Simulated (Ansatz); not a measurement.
# Cl3H6NSi2: search for a transition state

Aim: find the saddle point of a four-centre ligand exchange that is to form Si1–N7, Si2–H6 and break Si1–Si2, H6–N7, prove it by its vibrations, and relax downhill on both sides to see what it joins.

The runs use Ansatz 0.2.0, Gaussian basis; PBE0-D4, def2-SVP first, then def2-TZVP.

152 further runs of the same task are left out: 152 set aside as unsound or not needed.

### Step 1. Where the work starts

The guess: 12 atoms, charge 0, spin multiplicity 1.

Atoms are counted from 1 here; the program's logs count them from 0.

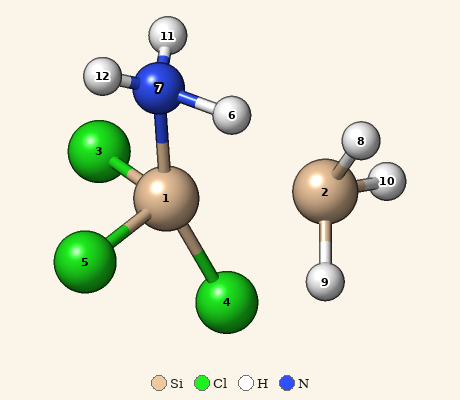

The starting geometry (silicon light orange, chlorine green, hydrogen white, nitrogen blue); atoms are numbered from 1 in the order of the file.

Geometry (Å):

```mol
Cl3H6NSi2
  3D, bonds by distance, orders not assigned

 12 10  0  0  0  0  0  0  0  0999 V2000
   -0.9330    0.4139   -0.6174 Si  0  0
    0.4153   -1.2162    1.2405 Si  0  0
   -1.3172    0.7076   -2.6244 Cl  0  0
   -2.5199   -0.9479   -0.2985 Cl  0  0
   -1.5131    2.0246    0.4851 Cl  0  0
    1.0686    0.1722    0.1956 H   0  0
    0.9003    0.9995   -0.7974 N   0  0
    1.7319   -1.2028    1.9078 H   0  0
   -0.5618   -1.1015    2.3165 H   0  0
    0.3004   -2.5247    0.6017 H   0  0
    1.3603    0.6673   -1.6426 H   0  0
    1.0682    2.0080   -0.7669 H   0  0
  1  3  8  0
  1  4  8  0
  1  5  8  0
  1  7  8  0
  2  8  8  0
  2  9  8  0
  2 10  8  0
  6  7  8  0
  7 11  8  0
  7 12  8  0
M  END
```

Distances that are to change: Si1–N7 1.93 Å, Si2–H6 1.86 Å, Si1–Si2 2.82 Å, H6–N7 1.30 Å.

### Step 2. Constrained relaxation of the guess

The input, hold/in.yaml:

```yaml
crystal:
  periodic: [false, false, false]
  atoms:
    - {symbol: Si, position_ang: [-0.933000, 0.413900, -0.617400]}
    - {symbol: Si, position_ang: [0.415300, -1.216200, 1.240500]}
    - {symbol: Cl, position_ang: [-1.317200, 0.707600, -2.624400]}
    - {symbol: Cl, position_ang: [-2.519900, -0.947900, -0.298500]}
    - {symbol: Cl, position_ang: [-1.513100, 2.024600, 0.485100]}
    - {symbol: H, position_ang: [1.068600, 0.172200, 0.195600]}
    - {symbol: N, position_ang: [0.900300, 0.999500, -0.797400]}
    - {symbol: H, position_ang: [1.731900, -1.202800, 1.907800]}
    - {symbol: H, position_ang: [-0.561800, -1.101500, 2.316500]}
    - {symbol: H, position_ang: [0.300400, -2.524700, 0.601700]}
    - {symbol: H, position_ang: [1.360300, 0.667300, -1.642600]}
    - {symbol: H, position_ang: [1.068200, 2.008000, -0.766900]}
basis:
  gaussian: {orbitals: def2-SVP}
hamiltonian: {xc: pbe0, dispersion: d4}
relax: {f_tol: 0.04, max_steps: 150, escape_saddle: false, constraints: [{distance: [0, 6]}, {distance: [1, 5]}, {distance: [0, 1]}, {distance: [5, 6]}]}
```

Launch:

```
> ansatz run in.yaml --threads 4 --pin off --events-out ev --progress --plain --max-ram 66560MiB --backend cpu
```

What it wrote (excerpt; [...] marks lines left out):

```text
Functional definition: PBE0
  name "PBE0"
  cite "Adamo & Barone, J. Chem. Phys. 110, 6158 (1999) doi:10.1063/1.478522"
  cite "Perdew, Burke & Ernzerhof, Phys. Rev. Lett. 77, 3865 (1996) doi:10.1103/PhysRevLett.77.3865"
  parent pbe
[...]
1358 factors; integrals over basis functions are off by at most 3.6e-4 eV
[...]
mean field -54874.23200937 eV, -2016.5908312538 hartree, gradient 4.4e-5 eV, S^2 0.000000; 0 other end points of the search recorded, 0 dependent functions left out
[...]
reference -54874.23203752 eV, -2016.5908322884 hartree; 46, 46 occupied and 88, 88 virtual orbitals, 1358 factors
[...]
Atom 4 at    -1.487612     2.060717     0.512252 Å, force     0.007773     0.012321     0.010922 eV/Å
Atom 5 at     0.918808     0.205819     0.212321 Å, force     0.140295     1.200032    -1.301361 eV/Å
Atom 6 at     0.916826     1.016194    -0.808506 Å, force    -0.256513    -0.942092     1.067716 eV/Å
Atom 7 at     1.760937    -1.108065     1.805234 Å, force    -0.004440     0.006082    -0.002015 eV/Å
Atom 8 at    -0.594796    -1.137674     2.370654 Å, force     0.014103    -0.003701    -0.011501 eV/Å
Atom 9 at     0.292667    -2.588939     0.591385 Å, force     0.005194     0.011819     0.012675 eV/Å
Atom 10 at     1.427691     0.593079    -1.587810 Å, force    -0.009674    -0.008000     0.017395 eV/Å
Atom 11 at     1.088033     2.026263    -0.782777 Å, force    -0.004261     0.008894    -0.001175 eV/Å
Dipole moment:     0.778172     0.309220    -0.208936 e Å
```

Wall time 15 s (4 threads of AMD EPYC 7R13, shared host).

Along the way:

| step | energy from step 1 (eV) | largest force component (eV/Å) |
| --- | --- | --- |
| 1 | 0.0000 | 0.6562 |
| 2 | -0.1001 | 0.2467 |
| 3 | -0.1307 | 0.1162 |
| 4 | -0.1338 | 0.0677 |
| 5 | -0.1357 | 0.0244 |

Close pairs (by a distance rule), those that changed most:

```
   bond  before (Å)  after (Å)  change (Å)
Si2–H10       1.461      1.495      +0.035
 Si2–H9       1.458      1.493      +0.035
 Si2–H8       1.476      1.509      +0.033
Si1–Cl3       2.064      2.091      +0.027
Si1–Cl5       2.036      2.061      +0.025
Si1–Cl4       2.115      2.106      -0.009
 N7–H11       1.018      1.023      +0.005
 N7–H12       1.023      1.025      +0.002
```

### Step 3. A starting Hessian

The input, hessian/in.yaml:

```yaml
crystal:
  periodic: [false, false, false]
  atoms:
    - {symbol: Si, position_ang: [-0.917700, 0.436570, -0.621776]}
    - {symbol: Si, position_ang: [0.369561, -1.241972, 1.236284]}
    - {symbol: Cl, position_ang: [-1.337908, 0.719577, -2.650439]}
    - {symbol: Cl, position_ang: [-2.436506, -0.981569, -0.276822]}
    - {symbol: Cl, position_ang: [-1.487612, 2.060717, 0.512252]}
    - {symbol: H, position_ang: [0.918808, 0.205819, 0.212321]}
    - {symbol: N, position_ang: [0.916826, 1.016194, -0.808506]}
    - {symbol: H, position_ang: [1.760937, -1.108065, 1.805234]}
    - {symbol: H, position_ang: [-0.594796, -1.137674, 2.370654]}
    - {symbol: H, position_ang: [0.292667, -2.588939, 0.591385]}
    - {symbol: H, position_ang: [1.427691, 0.593079, -1.587810]}
    - {symbol: H, position_ang: [1.088033, 2.026263, -0.782777]}
basis:
  gaussian: {orbitals: def2-SVP}
hamiltonian: {xc: pbe0, dispersion: d4}
phonons: {}
scf: {lower_state_search: off}
```

Launch:

```
> ansatz run in.yaml --threads 4 --pin off --events-out ev --progress --plain --max-ram 66560MiB --backend cpu
```

What it wrote (excerpt; [...] marks lines left out):

```text
Functional definition: PBE0
  name "PBE0"
  cite "Adamo & Barone, J. Chem. Phys. 110, 6158 (1999) doi:10.1063/1.478522"
  cite "Perdew, Burke & Ernzerhof, Phys. Rev. Lett. 77, 3865 (1996) doi:10.1103/PhysRevLett.77.3865"
  parent pbe
[...]
1358 factors; integrals over basis functions are off by at most 3.6e-4 eV
[...]
mean field -54874.36828710 eV, -2016.5958393681 hartree, gradient 2.3e-6 eV, S^2 0.000000; 0 other end points of the search recorded, 0 dependent functions left out
[...]
reference -54874.36831539 eV, -2016.5958404078 hartree; 46, 46 occupied and 88, 88 virtual orbitals, 1358 factors
[...]
WARN: phonons: 4 modes above zero are rigid motions of the cell's bodies and no vibrations: the zero-point energy, free energy, entropy and heat capacity leave them out. With what each would have added to F at 1000 K, by the weight of its row in the mesh: 0.01 cm⁻¹ (-1.009 eV; rigid [...]
WARN: phonons: modes at or below zero, which the zero-point energy, F, S and C_V leave out: 2, the lowest at -1387.21 cm⁻¹. A minimum has none, and a first-order saddle one
[...]
Atom 9 at     0.292667    -2.588939     0.591385 Å, force     0.005151     0.011886     0.012525 eV/Å
Atom 10 at     1.427691     0.593079    -1.587810 Å, force    -0.009713    -0.008176     0.017547 eV/Å
Atom 11 at     1.088033     2.026263    -0.782777 Å, force    -0.004254     0.008893    -0.001150 eV/Å
Dipole moment:     0.778172     0.309229    -0.208931 e Å
Vibrations: -1387.21 -8.77 111.61 143.60 177.05 205.79 226.36 244.30 249.07 285.31 393.02 415.59 432.17 457.74 500.39 584.65 649.89 798.82 825.49 860.73 920.20 933.68 1324.33 1389.82 1539.33 2153.03 2223.66 2246.48 3470.95 3597.67 cm⁻¹, zero-point energy 1.696147 eV
Checks for a lower state left out: stability, starts, cluster_reference, orbital_swaps, neighbouring_geometries, increment
```

Run time: 1.8 min. Hardware: 4 threads of AMD EPYC 7R13, shared host.

The structure is not stationary yet, so these wavenumbers are no spectrum; the search needs only the force constants.

### Step 4. Saddle search in the small basis

The search itself is an outer loop (partitioned rational-function steps, Bofill update of the Hessian). Each step is one single-point run with forces. It stops when the largest force is under 0.04 eV/Å and the followed curvature is negative. The first step's input:

The input, presaddle/in.yaml:

```yaml
crystal:
  periodic: [false, false, false]
  atoms:
    - {symbol: Si, position_ang: [-0.917700, 0.436570, -0.621776]}
    - {symbol: Si, position_ang: [0.369561, -1.241972, 1.236284]}
    - {symbol: Cl, position_ang: [-1.337908, 0.719577, -2.650439]}
    - {symbol: Cl, position_ang: [-2.436506, -0.981569, -0.276822]}
    - {symbol: Cl, position_ang: [-1.487612, 2.060717, 0.512252]}
    - {symbol: H, position_ang: [0.918808, 0.205819, 0.212321]}
    - {symbol: N, position_ang: [0.916826, 1.016194, -0.808506]}
    - {symbol: H, position_ang: [1.760937, -1.108065, 1.805234]}
    - {symbol: H, position_ang: [-0.594796, -1.137674, 2.370654]}
    - {symbol: H, position_ang: [0.292667, -2.588939, 0.591385]}
    - {symbol: H, position_ang: [1.427691, 0.593079, -1.587810]}
    - {symbol: H, position_ang: [1.088033, 2.026263, -0.782777]}
basis:
  gaussian: {orbitals: def2-SVP}
hamiltonian: {xc: pbe0, dispersion: d4}
output: {forces: true}
scf: {lower_state_search: off}
```

Launch:

```
> ansatz run in.yaml --threads 4 --pin off --events-out ev --progress --plain --max-ram 66560MiB --backend cpu
```

Step by step:

```
step   energy (eV)  largest force (eV/Å)  followed curvature (eV/Å²)
   1  -54874.75936                1.3016                      -11.75
   2  -54874.75878                0.4018                      -11.72
   3  -54874.76987                0.3365                      -11.73
   4  -54874.79242                0.2602                      -11.72
   5  -54874.83001                0.2477                      -11.73
   6  -54874.87547                0.3804                      -11.74
   7  -54874.84582                1.3434                      -11.74
   8  -54874.84876                1.5168                      -11.74
   9  -54874.91985                0.6163                      -11.76
  10  -54874.92737                0.2822                      -11.69
  11  -54874.93741                0.1552                      -11.63
  12  -54874.94147                0.1825                      -11.67
  13  -54874.94507                0.2134                      -11.67
  14  -54874.94647                0.2018                      -11.65
  15  -54874.94932                0.0694                      -11.65
  16  -54874.95067                0.1251                      -11.68
  17  -54874.95041                0.2021                      -11.71
  18  -54874.95287                0.0428                      -11.79
  19  -54874.95364                0.0361                      -11.82
```

The 19 steps took 30 s in all (4 threads of AMD EPYC 7R13, shared host).

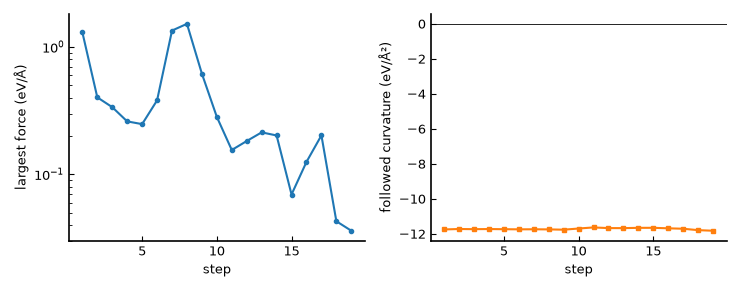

Largest force and followed curvature during the search.

### Step 5. Saddle search in triple zeta

The search itself is an outer loop (partitioned rational-function steps, Bofill update of the Hessian). Each step is one single-point run with forces. It stops when the largest force is under 0.018 eV/Å and the followed curvature is negative. The first step's input:

The input, saddle/in.yaml:

```yaml
crystal:
  periodic: [false, false, false]
  atoms:
    - {symbol: Si, position_ang: [-0.926499, 0.598767, -0.604846]}
    - {symbol: Si, position_ang: [0.414275, -1.104367, 1.416608]}
    - {symbol: Cl, position_ang: [-1.703233, 1.789234, -2.136568]}
    - {symbol: Cl, position_ang: [-1.881093, -1.176749, -1.016272]}
    - {symbol: Cl, position_ang: [-1.356804, 1.767635, 1.026337]}
    - {symbol: H, position_ang: [0.985486, 0.075343, -0.050822]}
    - {symbol: N, position_ang: [0.849227, 0.709523, -1.093100]}
    - {symbol: H, position_ang: [1.412119, -0.677512, 2.464516]}
    - {symbol: H, position_ang: [-0.894102, -1.243503, 2.144375]}
    - {symbol: H, position_ang: [0.813512, -2.498781, 1.004126]}
    - {symbol: H, position_ang: [1.077588, 0.105231, -1.888283]}
    - {symbol: H, position_ang: [1.209525, 1.655180, -1.266070]}
basis:
  gaussian: {orbitals: def2-TZVP}
hamiltonian: {xc: pbe0, dispersion: d4}
output: {forces: true}
scf: {lower_state_search: off}
```

Launch:

```
> ansatz run in.yaml --threads 4 --pin off --events-out ev --progress --plain --max-ram 66560MiB --backend cpu
```

Step by step:

| step | energy (eV) | largest force (eV/Å) | followed curvature (eV/Å²) |
| --- | --- | --- | --- |
| 1 | -54895.43746 | 0.3109 | -11.82 |
| 2 | -54895.44617 | 0.3048 | -11.81 |
| 3 | -54895.44725 | 0.3064 | -12.11 |
| 4 | -54895.44979 | 0.2626 | -12.12 |
| 5 | -54895.45366 | 0.1315 | -12.12 |
| 6 | -54895.45266 | 0.2160 | -12.12 |
| 7 | -54895.45390 | 0.0461 | -12.15 |
| 8 | -54895.45440 | 0.0280 | -12.16 |
| 9 | -54895.45443 | 0.0652 | -12.18 |
| 10 | -54895.45449 | 0.0814 | -12.19 |
| 11 | -54895.45458 | 0.0664 | -12.19 |
| 12 | -54895.45462 | 0.0734 | -12.18 |
| 13 | -54895.45490 | 0.0433 | -12.18 |
| 14 | -54895.45501 | 0.0176 | -12.17 |

The 14 steps took 72 s in all (4 threads of AMD EPYC 7R13, shared host).

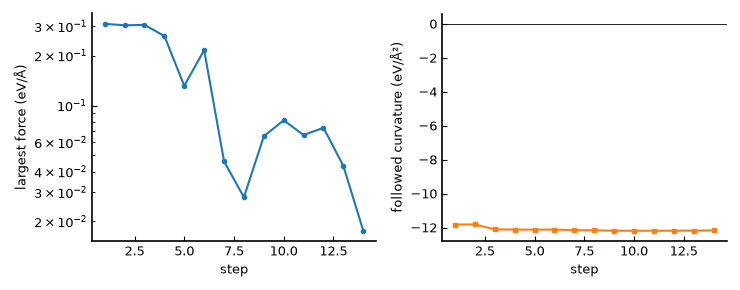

Largest force and followed curvature during the search.

Geometry at the end of the search:

```csv
atom,x (Å),y (Å),z (Å)
Si1,-0.9074,0.5996,-0.5966
Si2,0.4075,-1.1015,1.4161
Cl3,-1.7018,1.8073,-2.1007
Cl4,-1.8821,-1.1436,-1.0014
Cl5,-1.3060,1.7538,1.0328
H6,0.9792,0.0277,-0.0958
N7,0.8434,0.6814,-1.1128
H8,1.3334,-0.6038,2.4886
H9,-0.9109,-1.2971,2.0892
H10,0.8856,-2.4754,1.0517
H11,1.0387,0.1306,-1.9462
H12,1.2205,1.6210,-1.2250
```

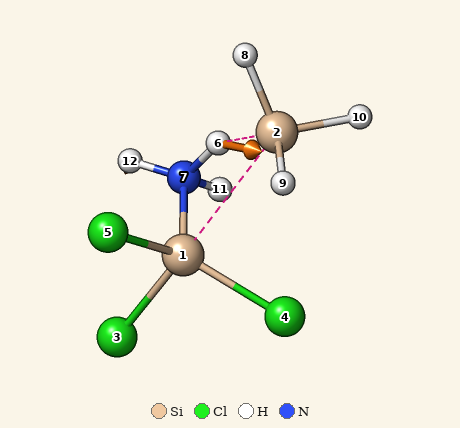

The point found; broken lines mark the pairs that react, arrows the followed mode.

### Step 6. Vibrations at the point found

The input, vib/in.yaml:

```yaml
crystal:
  periodic: [false, false, false]
  atoms:
    - {symbol: Si, position_ang: [-0.907358, 0.599566, -0.596582]}
    - {symbol: Si, position_ang: [0.407472, -1.101506, 1.416102]}
    - {symbol: Cl, position_ang: [-1.701817, 1.807260, -2.100742]}
    - {symbol: Cl, position_ang: [-1.882106, -1.143551, -1.001431]}
    - {symbol: Cl, position_ang: [-1.306006, 1.753826, 1.032815]}
    - {symbol: H, position_ang: [0.979224, 0.027719, -0.095788]}
    - {symbol: N, position_ang: [0.843384, 0.681359, -1.112783]}
    - {symbol: H, position_ang: [1.333374, -0.603753, 2.488581]}
    - {symbol: H, position_ang: [-0.910895, -1.297129, 2.089216]}
    - {symbol: H, position_ang: [0.885616, -2.475420, 1.051740]}
    - {symbol: H, position_ang: [1.038652, 0.130587, -1.946156]}
    - {symbol: H, position_ang: [1.220462, 1.621041, -1.224971]}
basis:
  gaussian: {orbitals: def2-TZVP}
hamiltonian: {xc: pbe0, dispersion: d4}
phonons: {temperatures: {t_min: 298.15, t_max: 900, t_step: 200}}
```

Launch:

```
> ansatz run in.yaml --threads 4 --pin off --events-out ev --progress --plain --max-ram 66560MiB --backend cuda --devices 0, --max-vram 37GiB
```

What it wrote (excerpt; [...] marks lines left out):

```text
Functional definition: PBE0
  name "PBE0"
  cite "Adamo & Barone, J. Chem. Phys. 110, 6158 (1999) doi:10.1063/1.478522"
  cite "Perdew, Burke & Ernzerhof, Phys. Rev. Lett. 77, 3865 (1996) doi:10.1103/PhysRevLett.77.3865"
  parent pbe
[...]
1759 factors; their error is unknown
[...]
mean field -54895.04380897 eV, -2017.3556507825 hartree, gradient 7.3e-5 eV, S^2 0.000000; 0 other end points of the search recorded, 0 dependent functions left out
[...]
WARN: phonons: modes at or below zero, which the zero-point energy, F, S and C_V leave out: 1, the lowest at -1244.29 cm⁻¹. A minimum has none, and a first-order saddle one
[...]
Atom 9 at     0.885616    -2.475420     1.051740 Å, force     0.003159    -0.003373     0.001863 eV/Å
Atom 10 at     1.038652     0.130587    -1.946156 Å, force    -0.001637     0.015115     0.011621 eV/Å
Atom 11 at     1.220462     1.621041    -1.224971 Å, force     0.003459     0.001337    -0.003427 eV/Å
Dipole moment:     0.536188     0.327985    -0.615948 e Å
Vibrations: -1244.29 60.20 71.83 106.28 135.97 157.50 179.17 212.54 221.66 238.87 371.25 412.85 422.02 428.01 500.08 611.11 741.23 849.18 874.79 890.56 935.36 943.32 1375.43 1496.26 1649.45 2142.40 2156.26 2187.64 3453.88 3568.84 cm⁻¹, zero-point energy 1.698209 eV
```

Run time: 3.1 min. Hardware: 1 × a share of an NVIDIA H100 with 4 threads of AMD EPYC 7R13, shared host; peak host memory 0.89 GiB.

Wavenumbers and character of the modes:

```
mode  wavenumber (cm⁻¹)                                                            character
   1              1244i                                                changes Si2–H6, H6–N7
   2                 60                                                                 bend
   3                 72                                                                 bend
   4                106                                                    bend with torsion
   5                136                                                                 bend
   6                158                                                    torsion with bend
   7                179  not assigned (largely outside the bonds, angles and torsions drawn)
   8                213                                                    torsion with bend
   9                222                                                    torsion with bend
  10                239                                                                 bend
  11                371  not assigned (largely outside the bonds, angles and torsions drawn)
  12                413  not assigned (largely outside the bonds, angles and torsions drawn)
  13                422  not assigned (largely outside the bonds, angles and torsions drawn)
  14                428                                                        Si–Cl stretch
  15                500                                                        Si–Cl stretch
  16                611                                                        Si–Cl stretch
  17                741                                                         Si–N stretch
  18                849                                                                 bend
  19                875                                                                 bend
  20                891                                                    bend with torsion
  21                935                                                                 bend
  22                943                                                                 bend
  23               1375                                                                 bend
  24               1496                                                                 bend
  25               1649                                                bend with N–H stretch
  26               2142                                                         Si–H stretch
  27               2156                                                         Si–H stretch
  28               2188                                                         Si–H stretch
  29               3454                                                          N–H stretch
  30               3569                                                          N–H stretch
```

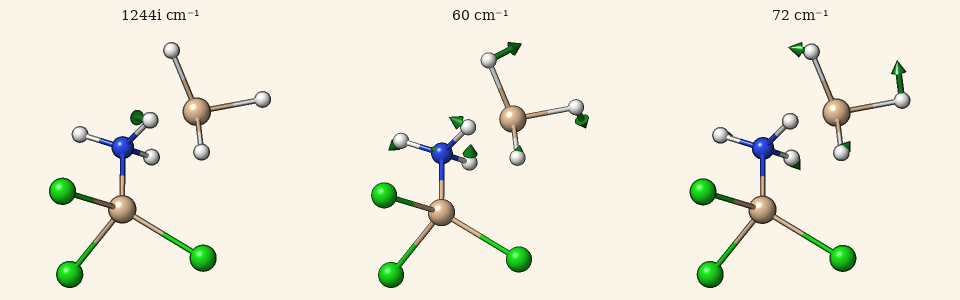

Displacements of 3 modes, as arrows.

Vibrational sums (real modes only):

```
T (K)  entropy (J/mol/K)  heat capacity (J/mol/K)
  298              130.9                    119.5
  498              201.4                    155.0
  698              257.5                    177.1
  898              304.0                    192.1
```

[end of part 1 of 2]
